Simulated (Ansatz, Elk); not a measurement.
# Bonding as seen by X-rays: Na3Be3P2

The structure of Na3Be3P2 used here is made up (a known structure type with other elements) and was relaxed beforehand with PBE. The aim is the Fourier transform of its all-electron density, F(hkl), set beside the sum over free spherical atoms that refinements use.

Program: Elk 11.2.3 (patched build). Level of theory: DFT, PBE, all-electron APW+lo, Dirac cores, scalar-relativistic bands, static density, no spin. Results are calculated unless marked as measured.

The structure was built from a prototype and need not be the compound's stable phase.

## 1. The structure

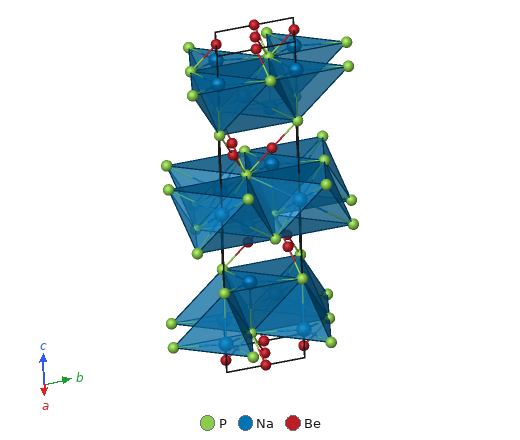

The cell as given, slightly off an axis (phosphorus green, sodium blue, beryllium red). This picture shows the conventional cell, with its axes. Some periodic images of atoms are drawn too.

Coordinates:

```cif
data_structure
_symmetry_space_group_name_H-M 'P 1'
_symmetry_Int_Tables_number 1
_cell_length_a 6.7374
_cell_length_b 6.7374
_cell_length_c 6.7374
_cell_angle_alpha 44.123
_cell_angle_beta 44.123
_cell_angle_gamma 44.123
_cell_volume 134.67
loop_
_atom_site_label
_atom_site_type_symbol
_atom_site_fract_x
_atom_site_fract_y
_atom_site_fract_z
_atom_site_occupancy
P1 P 0.24984 0.24984 0.24984 1
P2 P 0.75016 0.75016 0.75016 1
Na3 Na 0.91057 0.91057 0.91057 1
Na4 Na 0.08943 0.08943 0.08943 1
Na5 Na 0.50000 0.50000 0.50000 1
Be6 Be 0.50000 0.00000 0.50000 1
Be7 Be 0.00000 0.50000 0.50000 1
Be8 Be 0.50000 0.50000 0.00000 1
```

## 2. Ground state and structure factors

An all-electron density is needed, since X-rays see the cores too. Task 0 finds the density and task 195 Fourier-transforms it; tshift is off so that phases refer to the origin typed.

The input, elk.in:

```
tasks
  0
  195

xctype
  20

spinpol
  .false.

rgkmax
  7.0

gmaxvr
  14.0

lmaxo
  7

lmaxapw
  8

swidth
  0.002

tshift
  .false.

ramdisk
  .false.

hmaxvr
  5.5

maxscl
  120

epspot
  1e-06

sppath
  './'

avec
  4.78208961967 2.76094072954 11.47217486030
  -4.78208961967 2.76094072954 11.47217486030
  0.00000000000 -5.52188145807 11.47217486054

atoms
  3
  'P.in'
  2
  0.2498416239 0.2498416239 0.2498416239   0.000000 0.000000 0.000000
  0.7501583761 0.7501583761 0.7501583761   0.000000 0.000000 0.000000
  'Na.in'
  3
  0.9105722882 0.9105722882 0.9105722882   0.000000 0.000000 0.000000
  0.0894277118 0.0894277118 0.0894277118   0.000000 0.000000 0.000000
  0.5000000000 0.5000000000 0.5000000000   0.000000 0.000000 0.000000
  'Be.in'
  3
  0.5000000000 0.0000000000 0.5000000000   0.000000 0.000000 0.000000
  0.0000000000 0.5000000000 0.5000000000   0.000000 0.000000 0.000000
  0.5000000000 0.5000000000 -0.0000000000   0.000000 0.000000 0.000000

ngridk
  5 5 5
```

Started as:

```
$ OMP_NUM_THREADS=4 elk
```

Numbers of over 12 decimals in the logs are rounded to 6 here.

The program printed:

```text
┌─────────────────────────┐
│ Elk code version 11.2.3 │
└─────────────────────────┘

All units are atomic (Hartree, Bohr, etc.)

┌─────────────────────────────────────────────────┐
│ Ground-state run starting from atomic densities │
└─────────────────────────────────────────────────┘

Lattice vectors :
   4.782089620       2.760940730       11.47217486
  -4.782089620       2.760940730       11.47217486
   0.000000000      -5.521881458       11.47217486

Reciprocal lattice vectors :
  0.6569497654      0.3792901239      0.1825630386
 -0.6569497654      0.3792901239      0.1825630386
 -0.1163365262E-16 -0.7585802477      0.1825630387

Unit cell volume      :    908.8072912
Brillouin zone volume :   0.2729403866

Muffin-tin inner radius fraction :   0.1000000000E-01

Nuclei treated as point charges

Species : 1 (P)
 parameters loaded from : P.in
 name : phosphorus
 nuclear charge    :   -15.00000000
 electronic charge :    15.00000000
 atomic mass :    56461.71230
 muffin-tin radius :    2.164218199
 number of radial points in muffin-tin :    793
 inner part over the whole radius :   0.9845492061E-02
 number on inner part of muffin-tin    :    553
 approximate nuclear radius :   0.6081821256E-04
 number of mesh points to nuclear radius :    249
 atomic positions (lattice), magnetic fields (Cartesian) :
  1 :   0.24984162  0.24984162  0.24984162    0.00000000  0.00000000  0.00000000
  2 :  -0.24984162 -0.24984162 -0.24984162    0.00000000  0.00000000  0.00000000

Species : 2 (Na)
 parameters loaded from : Na.in
 name : sodium
 nuclear charge    :   -11.00000000
 electronic charge :    11.00000000
 atomic mass :    41907.78703
 muffin-tin radius :    2.200000000
 number of radial points in muffin-tin :    793
 inner part over the whole radius :   0.9883648912E-02
 number on inner part of muffin-tin    :    551
 approximate nuclear radius :   0.5574345702E-04
 number of mesh points to nuclear radius :    238
 atomic positions (lattice), magnetic fields (Cartesian) :
  1 :  -0.08942771 -0.08942771 -0.08942771    0.00000000  0.00000000  0.00000000
  2 :   0.08942771  0.08942771  0.08942771    0.00000000  0.00000000  0.00000000
  3 :   0.50000000  0.50000000  0.50000000    0.00000000  0.00000000  0.00000000

Species : 3 (Be)
 parameters loaded from : Be.in
 name : beryllium
 nuclear charge    :   -4.000000000
 electronic charge :    4.000000000
 atomic mass :    16428.20280
 muffin-tin radius :    1.770723981
 number of radial points in muffin-tin :    593
 inner part over the whole radius :   0.9878279473E-02
 number on inner part of muffin-tin    :    403
 approximate nuclear radius :   0.4290726161E-04
 number of mesh points to nuclear radius :    156
 atomic positions (lattice), magnetic fields (Cartesian) :
  1 :   0.50000000  0.00000000  0.50000000    0.00000000  0.00000000  0.00000000
  2 :   0.00000000  0.50000000  0.50000000    0.00000000  0.00000000  0.00000000
  3 :   0.50000000  0.50000000  0.00000000    0.00000000  0.00000000  0.00000000

Total number of atoms per unit cell :    8
Total muffin-tin volume :    288.4980082
 ratio of muffin-tin to unit cell volume :   0.3174468460

Spin treatment :
 spin-unpolarised

Number of Bravais lattice symmetries :   12
Number of crystal symmetries         :   12
Crystal has inversion symmetry
Real symmetric eigensolver will be used

k-point grid :      5     5     5
k-point offset :    0.000000000       0.000000000       0.000000000
k-point set is reduced with full crystal symmetry group
Total number of k-points :       19

Muffin-tin radius times maximum |G+k| :    7.000000000
 using average radius
Maximum |G+k| for APW functions       :    3.448146696
Maximum (1/2)|G+k|²                   :    5.944857820
Maximum |G| for potential and density :    14.00000000
Constant for pseudocharge density :    8
 order of it for each species :   15  15  15
 order of it for pair densities of each species (exact exchange by exxq0 0: 16) :   11  11   6
Radial integration step length :    1

[...]
correlation                 :     -2.745485
 electron entropic           :    -0.78154635634210E-03
 total energy                :     -1218.1948998185

Density of states at Fermi energy :    58.98066295
 (states/Hartree/unit cell)

Estimated indirect band gap :   0.9233588775E-02
 from k-point 11 to k-point 11
Estimated direct band gap   :   0.9233588775E-02
 at k-point 11

Charges :
 core                        :    32.00000000
 valence                     :    43.00000000
 interstitial                :    9.542253410
 muffin-tins (core leakage)
  species : 1 (P)
[...]
species : 2 (Na)
[...]
species : 3 (Be)
[...]
total in muffin-tins        :    65.45774659
 total calculated charge     :    74.99523237
 total charge                :    75.00000000
 error                       :   0.4767633576E-02

RMS change in Kohn-Sham potential (target) :    5.327875409     (  0.1000000000E-05)
Absolute change in total energy (target)   :    1.410381052     (  0.1000000000E-03)

[... loops 3 to 15 left out ...]

┌──────────────────┐
│ Loop number : 16 │
└──────────────────┘

Energies :
 Fermi                       :     0.155191
 sum of occupied eigenvalues :     -652.14562816021
 electron kinetic            :      1218.1600187749
 core electron kinetic       :      1047.7608638080
 Coulomb                     :     -2335.7340249782
 Coulomb potential           :     -1743.5737166273
 nuclear-nuclear             :     -230.85268774123
 electron-nuclear            :     -2471.1135450630
 Hartree                     :      366.23220782594
 Madelung                    :     -1463.9471666646
 xc potential                :     -126.73193030781
 exchange                    :     -95.499221617552
 correlation                 :     -2.751626
 electron entropic           :    -0.77540195351945E-03
 total energy                :     -1215.8256295548

Density of states at Fermi energy :    60.02807696
 (states/Hartree/unit cell)

Estimated indirect band gap :   0.6075721892E-02
 from k-point 11 to k-point 4
Estimated direct band gap   :   0.8321669181E-02
 at k-point 2

Charges :
 core                        :    32.00000000
 valence                     :    43.00000000
 interstitial                :    9.936625557
 muffin-tins (core leakage)
  species : 1 (P)
[...]
species : 2 (Na)
[...]
species : 3 (Be)
[...]
total in muffin-tins        :    65.06337444
 total calculated charge     :    74.99525631
 total charge                :    75.00000000
 error                       :   0.4743694505E-02

RMS change in Kohn-Sham potential (target) :   0.6954751792E-06 (  0.1000000000E-05)
Absolute change in total energy (target)   :   0.8441289992E-05 (  0.1000000000E-03)

Convergence targets achieved

┌──────────────────┐
│ Loop number : 17 │
└──────────────────┘

Energies :
 Fermi                       :     0.155191
 sum of occupied eigenvalues :     -652.14562721009
 electron kinetic            :      1218.1600190582
 core electron kinetic       :      1047.7608635785
 Coulomb                     :     -2335.7340248005
 Coulomb potential           :     -1743.5737162229
 nuclear-nuclear             :     -230.85268774123
 electron-nuclear            :     -2471.1135450347
 Hartree                     :      366.23220797541
 Madelung                    :     -1463.9471666890
 xc potential                :     -126.73193004541
 exchange                    :     -95.499221635292
 correlation                 :     -2.751626
 electron entropic           :    -0.77540189121772E-03
 total energy                :     -1215.8256291067

Density of states at Fermi energy :    60.02807234
 (states/Hartree/unit cell)

Estimated indirect band gap :   0.6075727221E-02
 from k-point 11 to k-point 4
Estimated direct band gap   :   0.8321675340E-02
 at k-point 2

Charges :
 core                        :    32.00000000
 valence                     :    43.00000000
 interstitial                :    9.936625549
 muffin-tins (core leakage)
  species : 1 (P)
[...]
species : 2 (Na)
[...]
species : 3 (Be)
   atom 1                    :    2.745048846     (  0.1322885595E-02)
   atom 2                    :    2.745048846     (  0.1322885595E-02)
   atom 3                    :    2.745048846     (  0.1322885595E-02)
 total in muffin-tins        :    65.06337445
 total calculated charge     :    74.99525631
 total charge                :    75.00000000
 error                       :   0.4743694324E-02

┌──────────────────────────────┐
│ Self-consistent loop stopped │
└──────────────────────────────┘

Warning : core states of species 1 leak from the muffin-tin :   0.3866422956E-03

Warning : core states of species 3 leak from the muffin-tin :   0.1322885595E-02

Wrote STATE.OUT
```

Wall time 54 s (4 threads of Arm Neoverse V1, shared host); peak memory 0.26 GiB; 2.4 min of CPU time.

SFACRHO.OUT:

```text

h k l indices transformed by vhmat matrix:
   1.000000000       0.000000000       0.000000000    
   0.000000000       1.000000000       0.000000000    
   0.000000000       0.000000000       1.000000000    

      h      k      l  multipl.   |H|            Re(F)            Im(F)           |F|

      0      0      0      1   0.0000000       74.999999      0.45235396E-16   74.999999    
      1      1      1      2  0.54768912      -2.0396236     -0.11418470E-13   2.0396236    
      0      0      1      6  0.78023923       3.6149303     -0.31657894E-14   3.6149303    
     -1      0     -1      6  0.84187947      -10.530091      0.91495164E-15   10.530091    
     -1     -1     -2      6   1.0529540       18.385797      0.35573789E-14   18.385797    
      2      2      2      2   1.0953782      -23.893951      0.30678973E-13   23.893951    
      1      2      2      6   1.1868764      -26.987468     -0.10802765E-13   26.987468    
     -1      0      1      6   1.3138995       43.790270      0.12486490E-14   43.790270    
      0     -1     -2     12   1.4234800      -12.065173     -0.29397948E-14   12.065173    
      3      2      2      6   1.4861285      -21.087069      0.49702911E-14   21.087069    
     -1      1     -1      6   1.5281051       11.378174      0.19282961E-14   11.378174    
      0      2      0      6   1.5604785       1.1498686     -0.21298970E-14   1.1498686    
      3      3      3      2   1.6430673       3.0085240      0.44728833E-14   3.0085240    
      3      3      2      6   1.6457572       20.956675      0.13068390E-13   20.956675    
     -2      0     -2      6   1.6837589       21.968067      0.64471155E-14   21.968067    
      2      1      3     12   1.7106097      -27.125036      0.17515994E-13   27.125036    
      1      3      1      6   1.7705953      -15.822036      0.23271268E-14   15.822036    
      4      3      3      6   1.9769599     -0.90893966      0.11086796E-13  0.90893966
```

Elk indexes on the primitive cell of elk.in and gives |H| = 4π sin θ/λ in inverse bohr. Below, one row stands for each form hkl of the conventional cell (m members, Friedel mates merged), F is for one primitive cell and the density is static (no thermal factor). Free-atom factors are Waasmaier and Kirfel's, and R is Σm||F|−|F'||/Σm|F|.

```
hkl   m  sin θ/λ (Å⁻¹)  abs F, DFT  neutral atoms   diff.
003   2          0.082       2.040          2.521  -0.482
101   6          0.117       3.615          3.757  -0.143
012   6          0.127      10.530          9.938  +0.592
104   6          0.158      18.386         18.150  +0.235
006   2          0.165      23.894         23.817  +0.076
015   6          0.178      26.988         27.063  -0.076
110   6          0.198      43.790         43.813  -0.022
113  12          0.214      12.065         12.050  +0.015
107   6          0.224      21.087         21.335  -0.248
021   6          0.230      11.378         11.219  +0.159
202   6          0.235       1.150          1.069  +0.081
009   2          0.247       3.009          3.194  -0.185
018   6          0.247      20.957         21.279  -0.322
024   6          0.253      21.968         22.099  -0.131
```

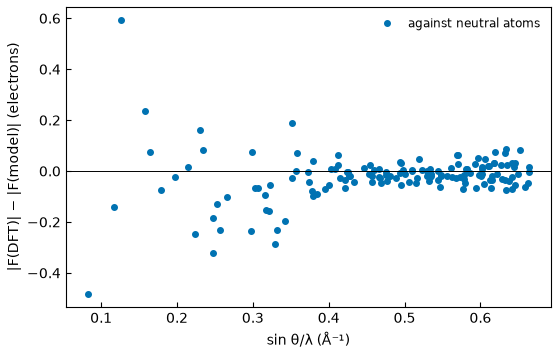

Difference between the calculated structure factors and the independent-atom ones.

## 3. The highest occupied states alone

An energy window below the Fermi level keeps the highest occupied states, to see at which angles they scatter; shallow core shells can lie inside it and anion s states outside. No new self-consistency is needed.

elk.in, as its differences from that of step 2:

```diff
@@ -1,3 +1,2 @@
 tasks
-  0
   195
@@ -40,2 +39,5 @@
 
+wsfac
+  -0.396050 0.455190
+
 sppath
```

Started as:

```
$ OMP_NUM_THREADS=4 elk
```

The program printed:

```text
┌─────────────────────────────────┐
│ Elk code version 11.2.3 started │
└─────────────────────────────────┘

Info(readinput): the functional depends on the density's gradient
 muffin-tin radial points multiplied by    2.00000
 (not where nrmtscf is given)

┌────────────────────┐
│ Current task : 195 │
└────────────────────┘
Info(checkmt): changed muffin-tin radius of species 1 (P) from   2.2000 to   2.1642
Info(checkmt): changed muffin-tin radius of species 3 (Be) from   1.8000 to   1.7707

Info(sfacrho): density structure factors written to SFACRHO.OUT

 Energy window :  -0.3960500000      0.4551900000

┌──────────────────┐
│ Elk code stopped │
└──────────────────┘
```

Wall time 17 s (4 threads); peak memory 0.18 GiB.

States within 15 eV below the Fermi level hold 19.00 electrons; any levels below the window count with the cores. Their amplitudes can exceed the total, where window and core parts have opposite phase:

```
hkl  sin θ/λ (Å⁻¹)  abs F, window  abs F, all
003          0.082          3.990       2.040
101          0.117          0.926       3.615
012          0.127          6.414      10.530
104          0.158          3.411      18.386
006          0.165          2.229      23.894
015          0.178          0.272      26.988
110          0.198          1.930      43.790
113          0.214          0.175      12.065
107          0.224          0.074      21.087
021          0.230          0.435      11.378
```

## 4. Another functional

The difference from free atoms is small, so it is set against the change that PBEsol makes.

elk.in, as its differences from that of step 3:

```diff
@@ -1,2 +1,3 @@
 tasks
+  0
   195
@@ -4,3 +5,3 @@
 xctype
-  20
+  22
 
@@ -39,5 +40,2 @@
 
-wsfac
-  -0.396050 0.455190
-
 sppath
```

Started as:

```
$ OMP_NUM_THREADS=4 elk
```

The program printed:

```text
┌─────────────────────────┐
│ Elk code version 11.2.3 │
└─────────────────────────┘

All units are atomic (Hartree, Bohr, etc.)

┌─────────────────────────────────────────────────┐
│ Ground-state run starting from atomic densities │
└─────────────────────────────────────────────────┘

Lattice vectors :
   4.782089620       2.760940730       11.47217486
  -4.782089620       2.760940730       11.47217486
   0.000000000      -5.521881458       11.47217486

Reciprocal lattice vectors :
  0.6569497654      0.3792901239      0.1825630386
[...]
species : 3 (Be)
[...]
atom 2                    :    2.741799696     (  0.1373423225E-02)
   atom 3                    :    2.741799696     (  0.1373423225E-02)
 total in muffin-tins        :    65.03498561
 total calculated charge     :    74.99509417
 total charge                :    75.00000000
 error                       :   0.4905826621E-02

┌──────────────────────────────┐
│ Self-consistent loop stopped │
└──────────────────────────────┘

Warning : core states of species 1 leak from the muffin-tin :   0.3903485732E-03

Warning : core states of species 3 leak from the muffin-tin :   0.1373423225E-02

Wrote STATE.OUT
[key lines of the parts left out:]
total energy                :     -1213.2459028152
```

Elapsed: 54 s, on 4 threads; peak memory 0.26 GiB; 2.4 min of CPU time.

Against the first run R = 0.10 %; the largest change is -0.037 at 2 2 12.

## 5. Basis size

A smaller basis shows how fast F responds to it; the change is likely larger than the basis error of the first run, but doesn't show convergence.

elk.in, as its differences from that of step 4:

```diff
@@ -5,3 +5,3 @@
 xctype
-  22
+  20
 
@@ -11,3 +11,3 @@
 rgkmax
-  7.0
+  5.5
```

Started as:

```
$ OMP_NUM_THREADS=4 elk
```

The program printed:

```text
┌─────────────────────────┐
│ Elk code version 11.2.3 │
└─────────────────────────┘

All units are atomic (Hartree, Bohr, etc.)

┌─────────────────────────────────────────────────┐
│ Ground-state run starting from atomic densities │
└─────────────────────────────────────────────────┘

Lattice vectors :
   4.782089620       2.760940730       11.47217486
  -4.782089620       2.760940730       11.47217486
   0.000000000      -5.521881458       11.47217486

Reciprocal lattice vectors :
  0.6569497654      0.3792901239      0.1825630386
[...]
species : 3 (Be)
[...]
atom 2                    :    2.739348976     (  0.1320908041E-02)
   atom 3                    :    2.739348976     (  0.1320908041E-02)
 total in muffin-tins        :    65.02248866
 total calculated charge     :    74.99528168
 total charge                :    75.00000000
 error                       :   0.4718315702E-02

┌──────────────────────────────┐
│ Self-consistent loop stopped │
└──────────────────────────────┘

Warning : core states of species 1 leak from the muffin-tin :   0.3860902568E-03

Warning : core states of species 3 leak from the muffin-tin :   0.1320908041E-02

Wrote STATE.OUT
[key lines of the parts left out:]
total energy                :     -1215.8067257266
```

The job ended after 37 s (4 threads; peak memory 0.21 GiB).

Against the first run R = 0.04 %; the largest change is +0.020 at 404.

## 6. Settings against the effect

```
          run  R against the first run (%)  R against neutral atoms, low angle (%)  wall time
PBE, rgkmax 7                         0.00                                    1.07       54 s
       PBEsol                         0.10                                    1.05       54 s
   rgkmax 5.5                         0.04                                    1.07       37 s
```

## 7. Results

```json
{
  "R against neutral atoms, sin θ/λ < 0.3 Å⁻¹": "1.07 %",
  "R against neutral atoms, 0.3 to 0.66 Å⁻¹": "0.38 %"
}
```

What this shows: Independent neutral atoms miss the calculated amplitudes by R = 1.07 % below 0.3 Å⁻¹ and 0.38 % from there to 0.66 Å⁻¹; by shells, 6.04 % below 0.15 Å⁻¹ (3 forms), 0.80 % 0.15 to 0.3 (15 forms), 0.57 % 0.3 to 0.45 (34 forms), 0.31 % above 0.45 (97 forms). Bonding, aspherical density and the tables' own atoms all enter these figures, and the runs don't part them. The largest change of an amplitude is +0.59 electrons, at 012. Weak lines can change much in proportion: 1 0 10 goes from 1.14 to 0.91. The window's part falls from 19.0 electrons at the origin to at most 0.26 between 0.45 and 0.66 Å⁻¹. Below 0.3 Å⁻¹ the changes that finished (PBEsol and rgkmax 5.5) move F by R = 0.08 % at most, against the 1.07 % that separates it from free atoms. The k-mesh has no finished test. Part of the difference isn't bonding: the tables are fits to free atoms and ions calculated by other methods than this functional. Thermal motion, anomalous dispersion and extinction are left out.

[Logs are printed without paths, hosts, clocks, repeated set-up lines and the standing remarks that a program may print on its own settings, such as how far it seeks lower states.]

[Hosts, paths, dates, database ids (printed as entryN), source tags and the programs' standing remarks are cut or masked in the printed files.]
